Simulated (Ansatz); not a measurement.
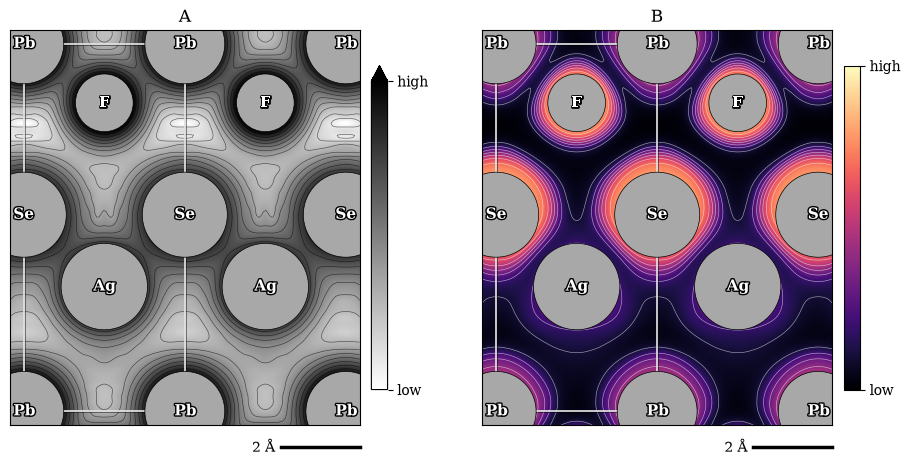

AgPbSeF: 2 fields on the (100) plane of the conventional cell, with unlabelled colour scales. Grey discs cover the atomic cores.

Space group P4/nmm.

Theory: Ansatz, DFT PBEsol, scalar-relativistic, plane waves, PAW.

**Match the panels to the quantities (electron localisation function and valence pseudo-density).**

Panel A: valence pseudo-density. Panel B: electron localisation function. From the grid: Pb–F (2.54 Å): ρ is about 0.27 e/Å³ halfway; the ELF is about 0.15 at the midpoint (no shared electron pair shows on this line). Ag–Se (2.74 Å): ρ at the midpoint is about 0.3 e/Å³; the ELF is about 0.25 at the midpoint and 0.15 at its lowest between the atoms.
